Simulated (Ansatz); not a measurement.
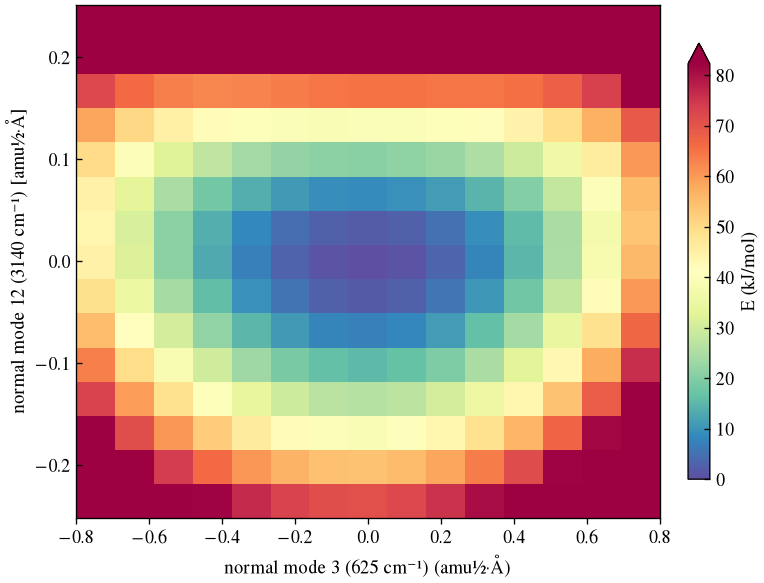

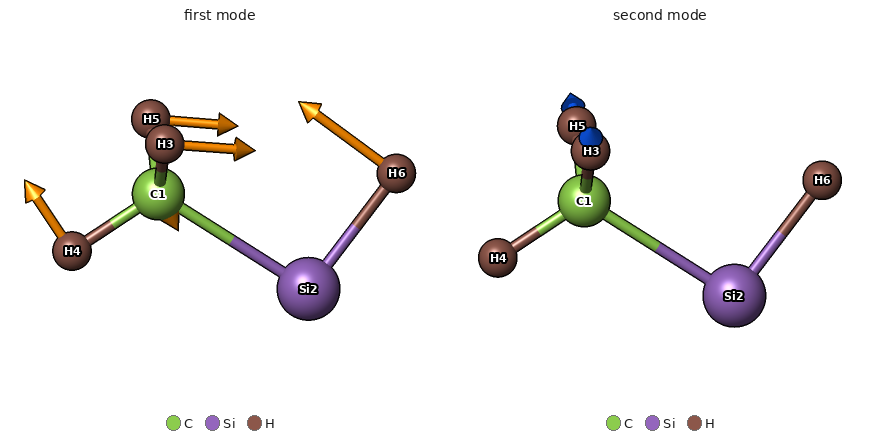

Energy landscape of CH₄Si, SMILES C[SiH]. 
- The first coordinate is: normal mode 3 (625 cm⁻¹); the second: normal mode 12 (3140 cm⁻¹).
- Nothing is relaxed (straight displacements along the two mass-weighted modes).
- The scan uses a 15 × 15 grid.
- All energies are given in kJ/mol relative to the lowest grid point.
- The calculation used RKS PBE0-D4/def2-TZVP in Ansatz 0.2.0.

In the figure: one coloured cell a grid point, one colour for all values above the top of the scale. The second picture is the structure at the lowest point

> Summarise what can be read from the map.

The lowest grid point is at normal mode 3 (625 cm⁻¹) = 0.000 amu½·Å, normal mode 12 (3140 cm⁻¹) = 0.000 amu½·Å. It is the only kind of minimum in the scanned range. The highest grid point, normal mode 3 (625 cm⁻¹) = 0.000 amu½·Å, normal mode 12 (3140 cm⁻¹) = 0.235 amu½·Å, lies 145 kJ/mol above the lowest.

Grid values (kJ/mol):

```tsv
second ↓, first →	−0.747	−0.640	−0.534	−0.427	−0.320	−0.213	−0.107	0.000	0.107	0.213	0.320	0.427	0.534	0.640	0.747
0.235	115	117	122	128	134	139	143	145	144	141	136	131	127	125	127
0.201	91	88	89	91	94	97	99	100	99	98	96	94	94	96	102
0.168	72	66	63	63	63	64	65	65	65	65	65	65	68	73	83
0.134	59	50	45	42	40	39	39	39	39	40	41	44	49	57	69
0.101	50	40	32	27	24	22	21	21	21	23	25	29	36	46	60
0.067	45	33	25	18	14	11	9	9	9	11	15	20	28	40	55
0.034	43	31	21	14	8	5	3	2	3	5	9	15	25	37	54
0.000	45	32	21	13	7	3	1	0	1	3	8	15	25	38	56
−0.034	49	35	24	16	10	5	3	2	3	6	10	18	28	42	60
−0.067	55	41	30	22	15	11	8	7	8	11	16	24	34	49	67
−0.101	63	50	38	30	23	19	16	15	16	19	25	32	43	58	76
−0.134	73	60	49	40	34	29	27	26	27	30	36	43	54	69	87
−0.168	84	71	61	52	46	42	40	39	40	43	49	57	67	81	100
−0.201	97	84	74	66	61	57	55	54	55	58	64	71	82	96	114
−0.235	111	99	89	82	76	73	71	71	72	75	80	88	98	112	129
```

Time for the 225 points that were run: 6.8 min on 1 thread of Arm Neoverse V1, on a shared host.
